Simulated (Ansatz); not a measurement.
**AlH₈NO₃Si: small, medium and large basis sets**

How large a basis does AlH₈NO₃Si need? Two functionals are run in growing sets.

Program: Ansatz 0.2.0, Gaussian basis. Level of theory: one geometry, several basis sets. These are calculated values, not measurements.

Levels to be run: PBE0-D4/def2-SVP; ωB97M-V/def2-SVP; PBE0-D4/def2-QZVPP; ωB97M-V/def2-QZVPP; the functionals' def2-TZVPP values are taken from earlier runs.

### Step 1. The relaxed structure

All runs share one geometry, relaxed beforehand with PBE0-D4 in a triple-zeta def2 set.

SMILES `[OH][Al-]([OH])([OH])[NH2+][SiH3]`, 14 atoms, charge 0, spin multiplicity 1.

Atoms are counted from 1 here; the program's logs count them from 0.

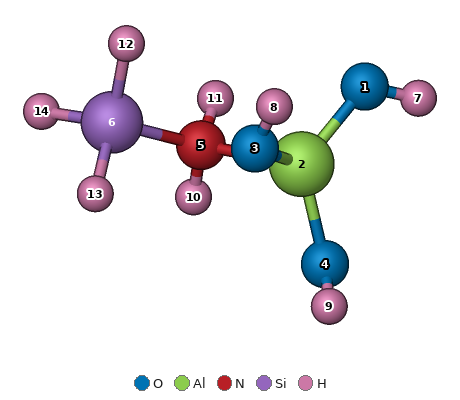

The geometry (oxygen blue, aluminium green, nitrogen red, silicon purple, hydrogen pink); atoms are numbered from 1 in the order of the file.

Geometry (Å):

```tsv
atom	x (Å)	y (Å)	z (Å)
O1	-2.3994	-0.1761	0.0435
Al2	-0.8924	0.4230	0.6161
O3	0.0230	-0.6311	1.6374
O4	-0.7355	2.1133	0.8897
N5	0.2397	0.2112	-1.0318
Si6	1.6240	-0.8968	-0.7490
H7	-3.1917	0.3539	0.0943
H8	-0.3864	-1.3905	2.0472
H9	-0.4097	2.4526	1.7202
H10	0.5369	1.1464	-1.2978
H11	-0.3836	-0.1254	-1.7613
H12	1.0918	-2.2423	-0.4652
H13	2.4729	-0.3179	0.3069
H14	2.3976	-0.9497	-2.0214
```

### Step 2. PBE0-D4 in def2-SVP

Input file in.yaml:

```yaml
crystal:
  periodic: [false, false, false]
  atoms:
    - {symbol: O, position_ang: [-2.399431, -0.176125, 0.043481]}
    - {symbol: Al, position_ang: [-0.892403, 0.422994, 0.616064]}
    - {symbol: O, position_ang: [0.023018, -0.631059, 1.637434]}
    - {symbol: O, position_ang: [-0.735450, 2.113329, 0.889684]}
    - {symbol: N, position_ang: [0.239686, 0.211156, -1.031788]}
    - {symbol: Si, position_ang: [1.623960, -0.896837, -0.749030]}
    - {symbol: H, position_ang: [-3.191690, 0.353943, 0.094321]}
    - {symbol: H, position_ang: [-0.386401, -1.390474, 2.047201]}
    - {symbol: H, position_ang: [-0.409715, 2.452563, 1.720244]}
    - {symbol: H, position_ang: [0.536883, 1.146354, -1.297780]}
    - {symbol: H, position_ang: [-0.383582, -0.125379, -1.761332]}
    - {symbol: H, position_ang: [1.091834, -2.242297, -0.465177]}
    - {symbol: H, position_ang: [2.472930, -0.317895, 0.306922]}
    - {symbol: H, position_ang: [2.397560, -0.949670, -2.021442]}
basis:
  gaussian: {orbitals: def2-SVP}
hamiltonian: {xc: pbe0, dispersion: d4}
output: {orbitals: {seedname: orbitals}}
```

Started as:

```bash
ansatz run in.yaml --threads 4 --pin off --events-out ev --progress --plain --max-ram 11315MiB
```

Log:

```text
Functional definition: PBE0
  name "PBE0"
  cite "Adamo & Barone, J. Chem. Phys. 110, 6158 (1999) doi:10.1063/1.478522"
  cite "Perdew, Burke & Ernzerhof, Phys. Rev. Lett. 77, 3865 (1996) doi:10.1103/PhysRevLett.77.3865"
  parent pbe
  parameter a = 0.25
  parameter kappa = 0.804
  parameter beta = 0.06672455060314922
  exchange = (1 - a)*pbe_x(kappa = kappa, mu = beta*pi^2/3) + a*exact_x
  correlation = pbe_c(beta = beta)
1487 factors; their error is unknown
mean field evaluation 1: about -22201.5294 eV, gradient 9.2e1 eV
mean field evaluation 2: about -22183.9598 eV, gradient 1.3e2 eV
mean field evaluation 4: about -22216.3797 eV, gradient 5.0e0 eV
mean field evaluation 8: about -22216.4287 eV, gradient 6.5e-2 eV
mean field evaluation 16: about -22216.5807 eV, gradient 3.3e-5 eV
mean field -22216.58074309 eV, -816.4442833692 hartree, gradient 3.3e-5 eV, S^2 0.000000; 0 other end points of the search recorded, 0 dependent functions left out
reference -22216.58077710 eV, -816.4442846190 hartree; 33, 33 occupied and 99, 99 virtual orbitals, 1487 factors
Total energy: -22216.85958092 eV, -816.4545304707 hartree
```

It took 2 s on 4 threads of Arm Neoverse V1, shared host.

### Step 3. ωB97M-V in def2-SVP

in.yaml: that of step 2 with these lines changed.

```diff
@@ -19,3 +19,3 @@
   gaussian: {orbitals: def2-SVP}
-hamiltonian: {xc: pbe0, dispersion: d4}
+hamiltonian: {xc: {name: wB97M-V}}
 output: {orbitals: {seedname: orbitals}}
```

The command is unchanged.

Log (excerpt; [...] marks lines left out):

```text
Functional definition: wB97M-V
  name "wB97M-V"
  cite "Mardirossian & Head-Gordon, J. Chem. Phys. 144, 214110 (2016) doi:10.1063/1.4952647"
  cite "Becke, J. Chem. Phys. 107, 8554 (1997) doi:10.1063/1.475007"
  cite "Vydrov & Van Voorhis, J. Chem. Phys. 133, 244103 (2010) doi:10.1063/1.3521275"
  # Of w^i u^j: cxij and so on, Table III.
[...]
  gx(w, u) = 1 - cx + cx01*u + cx10*w
  gss(w, u) = css00 + css04*u^4 + css10*w + css20*w^2 + css43*w^4*u^3
  gos(w, u) = cos00 + cos10*w + (cos20 + cos21*u)*w^2 + (cos60 + cos61*u)*w^6
[...]
      + integral(e_c_pw_mod_opposite_spin*gos(b97_w_opposite, b97_u_opposite)) + vv10(b, c)
1468 factors; their error is unknown
389 factors; integrals over basis functions are off by at most 7.1e-6 eV
[...]
mean field -22227.75434934 eV, -816.8549058251 hartree, gradient 5.3e-5 eV, S^2 0.000000; 0 other end points of the search recorded, 0 dependent functions left out
reference -22227.75440386 eV, -816.8549078289 hartree; 33, 33 occupied and 99, 99 virtual orbitals, 1468 factors
Total energy: -22227.75440386 eV, -816.8549078289 hartree
```

Run time: 8 s. Hardware: 4 threads of Arm Neoverse V1, shared host.

### Step 4. PBE0-D4 in def2-QZVPP

in.yaml: that of step 3 with these lines changed.

```diff
@@ -18,4 +18,4 @@
 basis:
-  gaussian: {orbitals: def2-SVP}
-hamiltonian: {xc: {name: wB97M-V}}
+  gaussian: {orbitals: "def2-QZVPP.json"}
+hamiltonian: {xc: pbe0, dispersion: d4}
 output: {orbitals: {seedname: orbitals}}
```

Same command.

Log:

```text
Functional definition: PBE0
  name "PBE0"
  cite "Adamo & Barone, J. Chem. Phys. 110, 6158 (1999) doi:10.1063/1.478522"
  cite "Perdew, Burke & Ernzerhof, Phys. Rev. Lett. 77, 3865 (1996) doi:10.1103/PhysRevLett.77.3865"
  parent pbe
  parameter a = 0.25
  parameter kappa = 0.804
  parameter beta = 0.06672455060314922
  exchange = (1 - a)*pbe_x(kappa = kappa, mu = beta*pi^2/3) + a*exact_x
  correlation = pbe_c(beta = beta)
2007 factors; their error is unknown
mean field evaluation 1: about -22213.3393 eV, gradient 1.1e2 eV
mean field evaluation 2: about -22176.8827 eV, gradient 1.7e2 eV
mean field evaluation 4: about -22232.3266 eV, gradient 9.4e0 eV
mean field evaluation 8: about -22232.4810 eV, gradient 1.5e-1 eV
mean field evaluation 16: about -22232.4936 eV, gradient 2.9e-5 eV
mean field -22232.49356286 eV, -817.0290687098 hartree, gradient 2.9e-5 eV, S^2 0.000000; 0 other end points of the search recorded, 0 dependent functions left out
reference -22232.49361723 eV, -817.0290707077 hartree; 33, 33 occupied and 575, 575 virtual orbitals, 2007 factors
Total energy: -22232.77242106 eV, -817.0393165594 hartree
```

Run time: 20 s. Hardware: 4 threads of Arm Neoverse V1, shared host; peak memory 2.7 GiB.

### Step 5. ωB97M-V in def2-QZVPP

in.yaml: that of step 4 with these lines changed.

```diff
@@ -19,3 +19,3 @@
   gaussian: {orbitals: "def2-QZVPP.json"}
-hamiltonian: {xc: pbe0, dispersion: d4}
+hamiltonian: {xc: {name: wB97M-V}}
 output: {orbitals: {seedname: orbitals}}
```

The command is unchanged.

Log (excerpt; [...] marks lines left out):

```text
Functional definition: wB97M-V
  name "wB97M-V"
  cite "Mardirossian & Head-Gordon, J. Chem. Phys. 144, 214110 (2016) doi:10.1063/1.4952647"
  cite "Becke, J. Chem. Phys. 107, 8554 (1997) doi:10.1063/1.475007"
  cite "Vydrov & Van Voorhis, J. Chem. Phys. 133, 244103 (2010) doi:10.1063/1.3521275"
  # Of w^i u^j: cxij and so on, Table III.
[...]
  gx(w, u) = 1 - cx + cx01*u + cx10*w
  gss(w, u) = css00 + css04*u^4 + css10*w + css20*w^2 + css43*w^4*u^3
  gos(w, u) = cos00 + cos10*w + (cos20 + cos21*u)*w^2 + (cos60 + cos61*u)*w^6
[...]
      + integral(e_c_pw_mod_opposite_spin*gos(b97_w_opposite, b97_u_opposite)) + vv10(b, c)
1944 factors; their error is unknown
520 factors; integrals over basis functions are off by at most 1.2e-5 eV
[...]
mean field -22243.84457038 eV, -817.4462105420 hartree, gradient 6.8e-5 eV, S^2 0.000000; 0 other end points of the search recorded, 0 dependent functions left out
reference -22243.84465923 eV, -817.4462138072 hartree; 33, 33 occupied and 575, 575 virtual orbitals, 1944 factors
Total energy: -22243.84465923 eV, -817.4462138072 hartree
```

Wall time 40 s (4 threads of Arm Neoverse V1, shared host); peak memory 3.3 GiB.

### Step 6. Functionals by basis

The def2-TZVPP values come from earlier runs at the same geometry.

```tsv
functional	basis	functions	energy (eV)	from the largest (eV)	HOMO (eV)	LUMO (eV)
PBE0-D4	def2-SVP	132	-22216.8596	15.913	-7.64	0.16
PBE0-D4	def2-TZVPP	320	-22231.7973	0.975	-7.96	-0.33
PBE0-D4	def2-QZVPP	608	-22232.7724	0.000	-8.04	-0.52
ωB97M-V	def2-SVP	132	-22227.7544	16.090	-10.09	1.90
ωB97M-V	def2-TZVPP	320	-22242.9306	0.914	-10.44	1.22
ωB97M-V	def2-QZVPP	608	-22243.8447	0.000	-10.53	0.84
```

### Step 7. Outcome

```
                                       quantity           value
PBE0-D4: double and triple zeta above quadruple  15.91, 0.98 eV
ωB97M-V: double and triple zeta above quadruple  16.09, 0.91 eV
```

**Reading.** For PBE0-D4 the step from double to triple zeta gains 14.94 eV and the next only 0.98 eV. These are total energies; as a rule much of such shifts cancels in differences, which this series doesn't test. The LUMO of ωB97M-V is positive and keeps falling with the basis (1.90 to 0.84 eV): an unbound level that the basis holds in place.

For PBE0-D4 the largest set took about 10 times as long as the smallest (20 s against 2 s).
